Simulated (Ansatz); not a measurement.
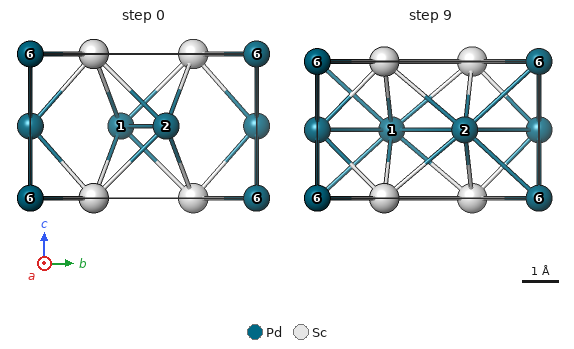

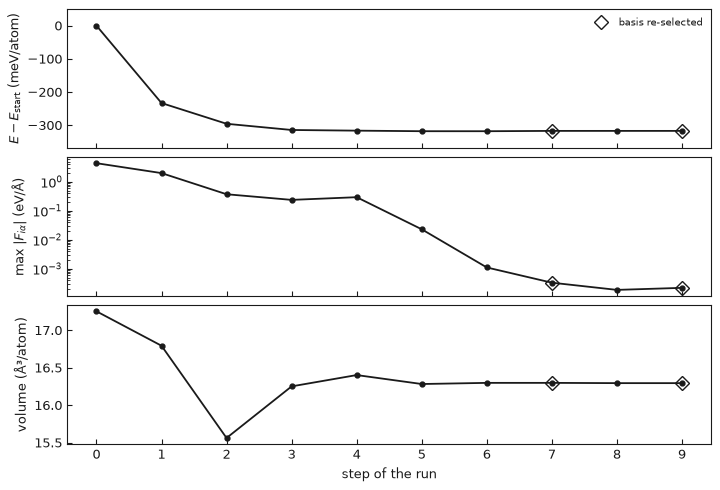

First and last geometry of a relaxation of crystalline ScPd$_{2}$ (a generated structure, set up in Cmmm), with the history of the run. A ball-and-stick model of the cell of the calculation, seen along the a axis.

Theory: Ansatz 0.2.0, DFT, PAW plane waves, r2SCAN.

The input:
```yaml
crystal:
  lattice:
    - [0.0, 3.94891911, 0.0]
    - [6.41289773, -1.97445956, 0.0]
    - [0.0, 0.0, -4.08768019]
  atoms:
    - { symbol: Pd, position: [0.2, 0.4, 0.5] }
    - { symbol: Pd, position: [0.8, 0.6, 0.5] }
    - { symbol: Sc, position: [0.36, 0.72, 0.0] }
    - { symbol: Sc, position: [0.64, 0.28, 0.0] }
    - { symbol: Pd, position: [0.5, 0.0, 0.5] }
    - { symbol: Pd, position: [0.0, 0.0, 0.0] }
  symmetry: { tolerance: 0.0003 }
kpoints:
  mp_grid: { grid: [5, 5, 5], shift: [0, 0, 0] }
magnetization:
  spin_polarized: false
scf:
  occupations: { method: fermi_dirac }
hamiltonian:
  pseudopotentials: { kind: paw }
  xc: r2scan
basis:
  ecutwfc: 500
output:
  forces: true
  stress: true
  eigenvalues: true
  write_density: true
  write_potential: true
  elf: true
  volumetric_format: npy
relax:
  max_steps: 40
  cell: {}
```

Command:
```bash
ansatz run input.yaml --threads 1 --pin off --max-ram 2560MiB --backend cpu --events-out ev --progress --plain --runs-dir out
```

Question: What do the curves and the structures tell?

Answer: It converged. The largest moves relative to the cell, 0.41 Å, are those of Pd1 and Pd2. Pd1 goes along [−1 −2 0]. By element the largest moves are Pd 0.41 Å, Sc 0.14 Å. The volume changes by −5.6 %, with a 3.949 → 4.017 Å (+1.7 %), b 6.710 → 6.596 Å (−1.7 %), c 4.088 → 3.874 Å (−5.2 %), γ 107.1° → 107.7°. Near-neighbour distances that change, for instance: Pd1–Pd2 2.354 → 2.884 Å, Pd1–Pd6 3.280 → 2.862 Å, Pd1–Pd5 3.237 → 2.910 Å, Sc3–Sc4 3.444 → 3.201 Å. The space group stays Cmmm (No. 65). After 7 accepted moves (9 points after the start) the energy has fallen by 317 meV per atom. The largest force component goes from 4.4 to 0.00022 eV/Å. The pressure goes from 3.68 to 0.00 GPa. At 2 points the geometry stayed and the basis and grid were re-selected for the new cell (energy shift of 1.0 meV per atom at most each time).
